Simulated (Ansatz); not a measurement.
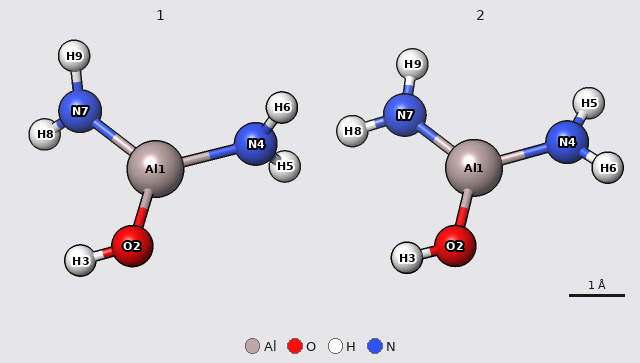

Two geometries of AlN$_{2}$H$_{5}$O, drawn at one scale. One is the start of a relaxation, the other its converged end. The picture is a ball-and-stick view, seen at a tilt.

Level of theory: Ansatz, RKS PBE/def2-SVP. Settings: no spin polarisation; force threshold 0.02 eV/Å; at most 40 steps.

Which geometry has the lower energy?

Structure 2 is the relaxed one. The run prepares the start of a later molecular dynamics calculation, from a guessed geometry. The energy falls by 26.1 kcal/mol in 10 geometry steps. Largest force component: 1.7 eV/Å at the start, 0.012 eV/Å at the end. The atom that moves furthest after the best rigid fit is H5 (1.24 Å). Largest moves by element: H 1.24 Å, O 0.20 Å, N 0.18 Å, Al 0.10 Å. Among the contacts that change: Al1–N4 1.920 → 1.781 Å, Al1–N7 1.920 → 1.786 Å, Al1–O2 1.780 → 1.725 Å, O2–H3 1.010 → 0.968 Å. Among the angles between lasting bonds that change: Al1–O2–H3 109.5° → 122.5°, H5–N4–H6 120.0° → 110.0°, Al1–N4–H5 120.0° → 126.4°. Groups turn about Al1–N4 by about 80°, Al1–N7 by about 50°, Al1–O2 by about 35°.
